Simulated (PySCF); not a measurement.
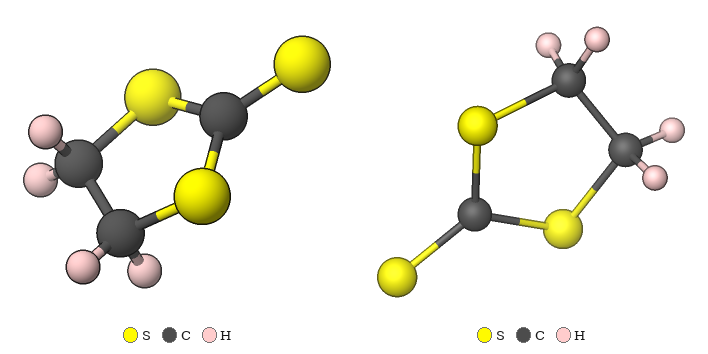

Both panels show the same species.

The computed structure is the end point of a GFN2-xTB optimisation. No frequency run is at hand to confirm it as a minimum.

> Which formula does it have?

C3H4S3, 10 atoms: 3 carbon, 4 hydrogen and 3 sulfur.

> Does it have rings?

Independent rings (smallest set): 1 of 5 members.

> Give the symmetry (Schoenflies symbol).

C2.

> How many bonds of each kind are drawn?

5 C–S, 4 C–H, 1 C–C.

The parts below concern this one geometry. Atoms keep their numbers from picture to picture.

## Shape

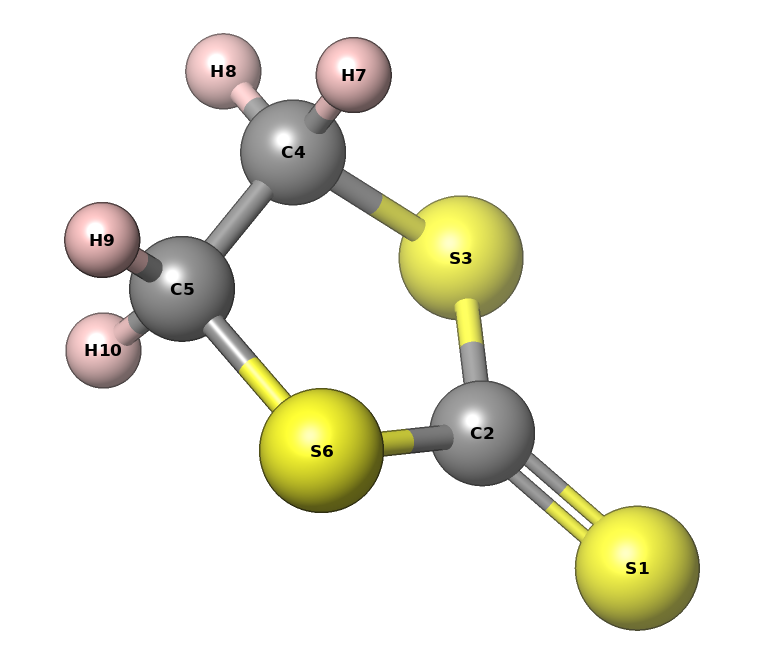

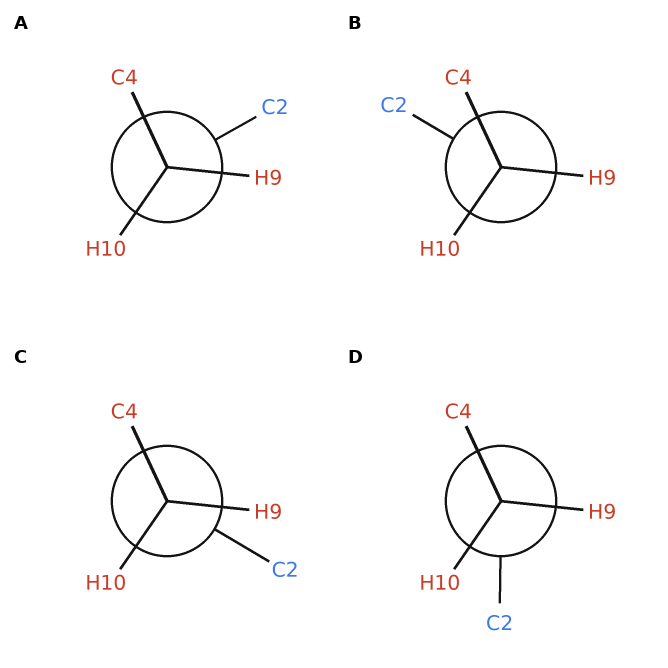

Distant atoms are faded towards the background colour. Bonds that would overlap in a projection are set slightly apart. No frequency run is at hand to confirm it as a minimum.

> Which Newman projection shows the view along C5–S6, with C5 in front?

B. The torsion angle C4–C5–S6–C2 is −34°, synclinal (gauche).

## Bond orders

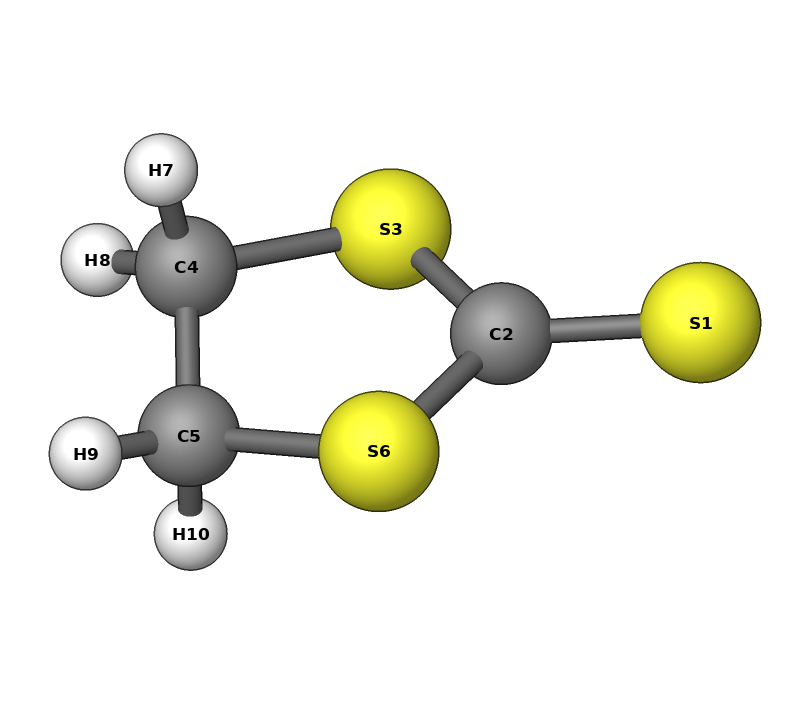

Every bond is drawn as one stick. No frequency run is at hand to confirm it as a minimum. Method: PBE0/pcSseg-1 (PySCF 2.14.0).

> Which bond has the highest Mayer bond order?

S1–C2, 1.71, at a length of 1.624 Å.

List the Mayer bond orders of S1–C2, C2–S3, C4–C5, S3–C4, C4–H8, C4–H7 (one bond of each equivalent set).

```tsv
bond	Mayer order	length (Å)
S1–C2	1.71	1.624
C2–S3	1.03	1.752
C4–C5	1.00	1.510
S3–C4	0.96	1.829
C4–H8	0.93	1.088
C4–H7	0.93	1.091
```

## Ring current

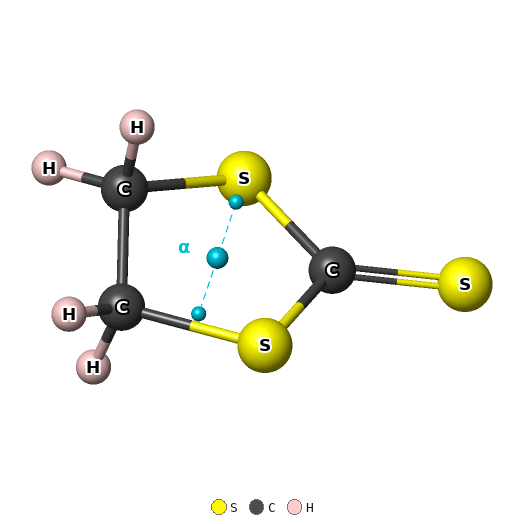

The small points mark where nucleus-independent chemical shifts (NICS) were computed: at the centre of each lettered ring and 1 Å above and below it. No frequency run is at hand to confirm it as a minimum. Method: GIAO PBE0/pcSseg-1 NMR shielding, non-relativistic, gas phase (PySCF 2.14.0).

Give NICS(0), NICS(1) and the out-of-plane component NICS(1)zz for each ring (means of the two sides).

| ring | members | NICS(0) | NICS(1) | NICS(1)zz |
| --- | --- | --- | --- | --- |
| α | C3S2 | −6.1 | −4.0 | −1.5 |

Values in ppm.

> What do the values say about the ring currents?

Ring α: weak, as in a non-aromatic ring. NICS is one index among several.

## NMR shielding

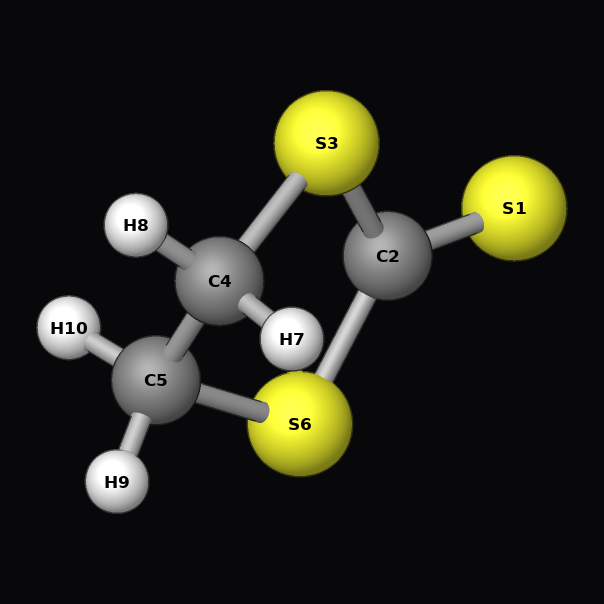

The questions are on isotropic NMR shieldings of the H atoms. No frequency run is at hand to confirm it as a minimum. Properties computed with GIAO PBE0/pcSseg-1 NMR shielding, non-relativistic, gas phase (PySCF 2.14.0).

> Which H atom is the most shielded (lowest chemical shift)?

H8, H9 (28.31 to 28.32 ppm).

> Which H atom is the least shielded (highest chemical shift)?

H7, H10 (27.64 to 27.65 ppm).

> How wide is the range of H shifts?

0.68 ppm.

List the isotropic NMR shieldings of the H atoms.

```
atom  σ (ppm)
  H7    27.65
  H8    28.31
  H9    28.32
 H10    27.64
```
